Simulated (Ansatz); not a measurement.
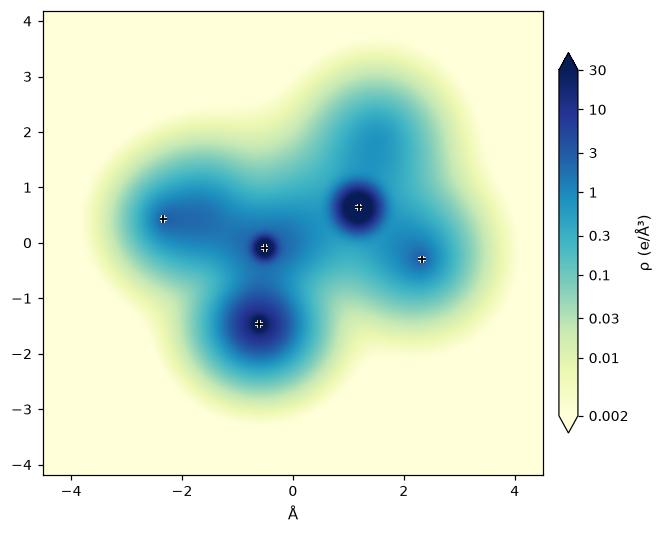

The electron density on a plane through atoms (crosses mark nuclei in the plane).

The calculation used Ansatz 0.2.0, RKS PBE0-D4/def2-TZVPP.

Candidates:
A. C$_{3}$H$_{6}$Si (SMILES C=C=C[SiH3])
B. CH$_{4}$FNOSi (SMILES OC1(F)N[SiH2]1)
C. CH$_{5}$BGe (SMILES [BH]1[CH2][GeH2]1)

Which system is this?

Candidate B: CH$_{4}$FNOSi on the plane of atoms C2, Si5 and H8, which holds C, F, Si and H. C–F (1.38 Å): the density is about 2.1 e/Å³ at the midpoint, with its minimum of 1.7 e/Å³ about 0.5 Å from C.
